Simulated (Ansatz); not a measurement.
# A computed series for TiO2: response to strain

Take TiO2 in the anatase structure (space group I4_1/amd, No. 141; a = 3.798 Å, c = 9.704 Å) as the base. Axes: x, y, z lie along a, b, c of the conventional cell.

Strains are applied to the cell and any free atomic positions relax; under biaxial strain the out-of-plane vector relaxes too.

All numbers come from PBE (Ansatz, a first-principles code, PAW, no spin-orbit coupling), earlier PAW set.

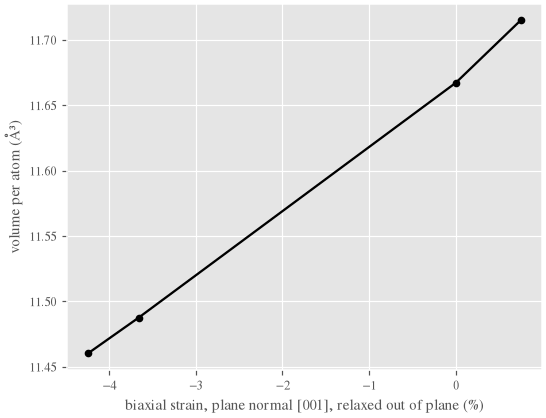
Figure. Volume per atom against biaxial strain, plane normal [001], relaxed out of plane

Q: From the plot, what is the volume per atom for biaxial strain −3.66 %, plane normal [001], relaxed out of plane?

A: About 11.49 Å³.

Q: Is the trend monotonic over the range shown?

A: Yes, it rises throughout, spanning 11.46 Å³ to 11.72 Å³.

No phonon test of stability was made. The final runs are not spin-polarised.
